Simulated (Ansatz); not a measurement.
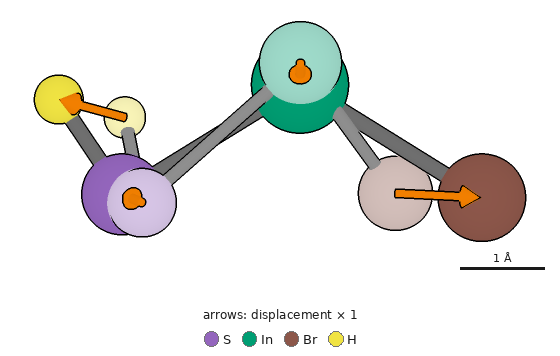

A relaxation of InHSBr (multiplicity 2) (coarse preliminary run). The starting structure is drawn faded, the final one solid; orange arrows show the displacements, at their true length. The two geometries are superimposed by the best rigid fit.

A ball-and-stick model, seen face on.

The start comes from a force field.

All numbers below come from UKS PBE-D4/def2-SVP (Ansatz).

Input file:
```yaml
crystal:
  periodic: [false, false, false]
  atoms:
    - {symbol: S, position_ang: [-0.909200, -0.781400, 0.778400]}
    - {symbol: In, position_ang: [0.443600, 1.197000, -0.019200]}
    - {symbol: Br, position_ang: [1.943400, -0.193700, -0.320400]}
    - {symbol: H, position_ang: [-1.422200, -0.282200, -0.459100]}
basis:
  gaussian: {orbitals: def2-SVP}
magnetization: {spin_polarized: true, initial_magnetization: 1}
hamiltonian: {xc: pbe, dispersion: d4}
relax: {f_tol: 0.03, max_steps: 200}
```

Command:
```bash
ansatz run in.yaml --threads 4 --pin off --events-out ev --progress --plain --max-ram 10444MiB
```

> What happened in the run?

The energy falls by 3.149 eV in 13 accepted moves (14 points after the start). Largest force component: 10 eV/Å at the start, 0.015 eV/Å at the end. The line search rejected the trial step at point 7 of the run. The forces were under the threshold at step 6, but the run went on from there. Br3 moves most after the best rigid fit: 1.09 Å. Largest moves by element: Br 1.09 Å, H 0.97 Å, In 0.52 Å, S 0.48 Å. Some distances before and after: S1–Br3 3.113 → 4.298 Å, In2–Br3 2.067 → 2.559 Å, S1–H4 1.430 → 1.364 Å, S1–In2 2.526 → 2.497 Å. Bond angles that change, for instance: S1–In2–Br3 84.7° → 116.5°, In2–S1–H4 69.2° → 92.1°. Groups turn about S1–In2 by about 70°.
